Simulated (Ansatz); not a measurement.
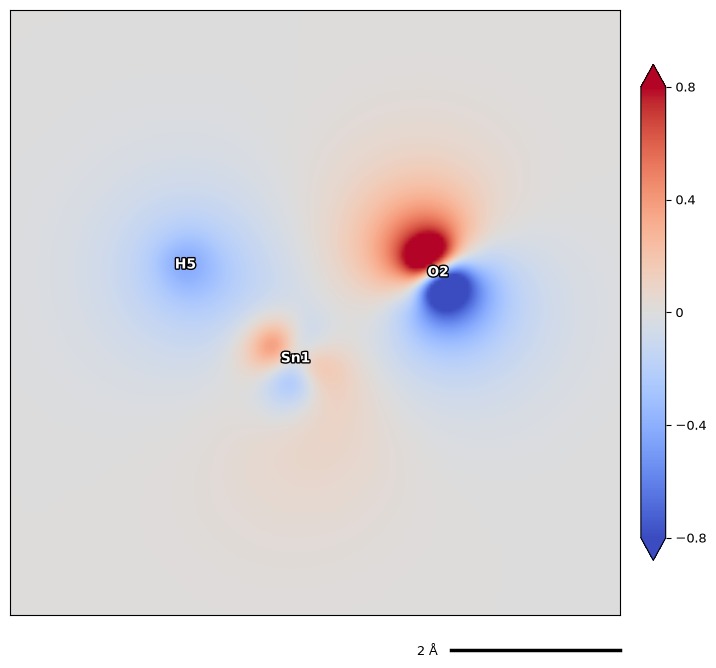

Figure 1: H₄OSn (Sn(OH)H3). One frontier orbital on the plane of atoms O2, Sn1 and H5 (values in Å⁻³ᐟ²; the overall sign is arbitrary).

Geometry: PBE0-D4/def2-TZVP; core potentials replace the inner electrons of Sn.

Method: Ansatz 0.2.0, RKS PBE0-D4/def2-TZVP.

Input file:

```
crystal:
  periodic: [false, false, false]
  atoms:
    - {symbol: Sn, position_ang: [-0.065787, -0.122261, -0.475144]}
    - {symbol: O, position_ang: [-0.076244, -0.120233, 1.494647]}
    - {symbol: H, position_ang: [0.353240, 0.649056, 1.874819]}
    - {symbol: H, position_ang: [1.558081, -0.117204, -1.008355]}
    - {symbol: H, position_ang: [-0.889182, 1.271868, -1.022628]}
    - {symbol: H, position_ang: [-0.880109, -1.561216, -0.863339]}
basis:
  gaussian: {orbitals: def2-TZVP, initial_orbitals: start.molden}
hamiltonian: {xc: pbe0, dispersion: d4}
output: {orbitals: {seedname: orbitals}}
```

Launched as:

```sh
ansatz run in.yaml --threads 4 --pin off --events-out ev --progress --plain --max-ram 3916MiB
```

### Which orbital is it: HOMO or LUMO?

The HOMO, at −8.20 eV. Its weight (Hirshfeld) is mainly on O2 (about 60 %), Sn1 (about 15 %), H4 (about 10 %) and H5 (about 10 %).
